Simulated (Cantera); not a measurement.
A closed system holds: 1 mol TiO2, a varied amount of MgO, 0.82 mol O2, held at 1650 K and 1330 Pa.

Equilibrium computed with Cantera from the NASA thermochemical tables; the gas is ideal and each condensed phase is pure. Candidate condensed phases: Mg, MgO, MgTiO3, MgTi2O5, Mg2TiO4, Ti, TiO, TiO2, Ti2O3, Ti3O5, Ti4O7; 9 gas species. Mutual solubility and eutectic melting of coexisting phases are not modelled. Condensed phases not in the tables: alloys, solid solutions and most ternary compounds. Equilibrium is a limit: real reactors are often held back by kinetics, nucleation or transport.

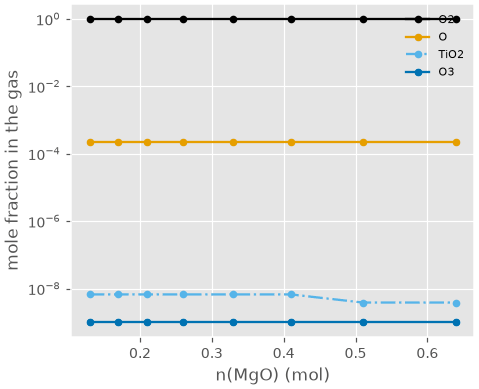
*Equilibrium gas composition (values under 1e-9 drawn at 1e-9)*

From 0.13 mol MgO to 0.41 mol MgO the condensed part is MgTi2O5(s) + TiO2(rutile). From 0.51 mol MgO to 0.64 mol MgO the condensed part is MgTiO3(s) + MgTi2O5(s).
